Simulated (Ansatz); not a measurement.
Input

```
crystal:
  periodic: [false, false, false]
  atoms:
    - { symbol: B, position_ang: [0.0, 0.0, 0.0] }
    - { symbol: Cl, position_ang: [0.0, 0.0, 2.21] }
    - { symbol: F, position_ang: [1.1431, 0.0, -0.66] }
    - { symbol: Cl, position_ang: [-1.6108, 0.0, -0.93] }
    - { symbol: O, position_ang: [-0.219, -1.6079, 0.5392] }
    - { symbol: Al, position_ang: [-0.9015, -2.9289, -0.4394] }
    - { symbol: H, position_ang: [-0.2335, -4.3385, -0.4212] }
    - { symbol: H, position_ang: [-2.1676, -2.677, -1.3152] }
    - { symbol: H, position_ang: [-0.1624, -1.1927, 1.6085] }
basis:
  gaussian: { orbitals: def2-SVP }
hamiltonian:
  xc: b3lyp
  dispersion: d4
relax:
  f_tol: 0.15
  max_steps: 25
  restrain:
    - { distance: [0, 4], at: 2.61, k: 30.0 }
    - { distance: [8, 1], at: 2.57, k: 30.0 }
    - { distance: [0, 1], at: 1.86, k: 30.0 }
    - { distance: [8, 4], at: 1.01, k: 30.0 }
output:
  orbitals: {}
```

Run with:

```sh
ansatz run input.yaml --threads 4 --pin off --max-ram 5120MiB --backend cpu --events-out ev --progress --plain --runs-dir out
```

The fields are those of the run's last geometry, not of the input's.

Not at a stationary point (largest force 1.1 eV/Å).

Level of theory: Ansatz, RKS B3LYP-D4/def2-SVP.

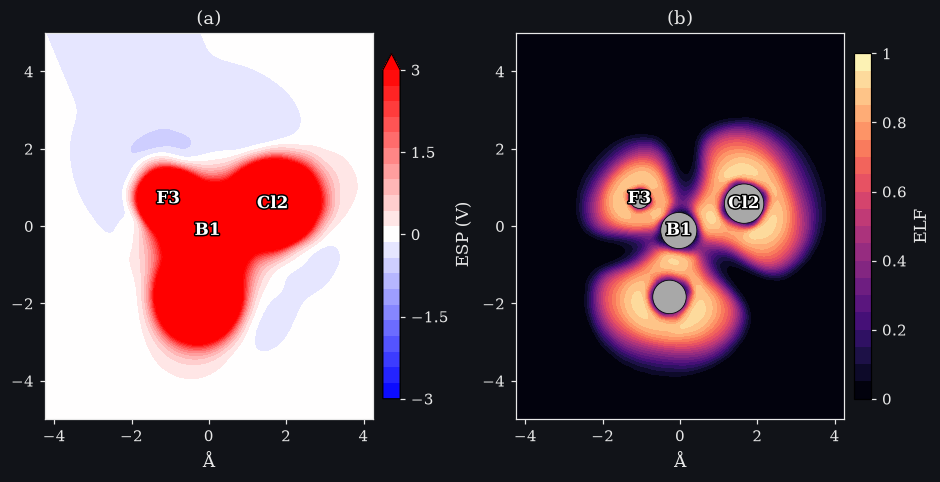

BCl$_{2}$F···AlH$_{3}$O. (a) molecular electrostatic potential; (b) ELF on the plane of atoms Cl2, B1 and F3. Grey discs cover the atomic cores in the ELF map.

Question: Describe what can be read from this map.

Answer: The plane passes through B, Cl and F nuclei. B–F (1.31 Å): the ELF peaks at about 0.85 between the atoms (a polar covalent bond). B–Cl (1.83 Å): the ELF peaks at about 0.90 between the atoms, as expected for a shared but strongly polarised pair. The ELF also peaks beside Cl4, Cl2 and F3, away from the bonds: lone-pair regions. Outside the dense part of the complex the potential is most negative (−0.5 V) near F3.
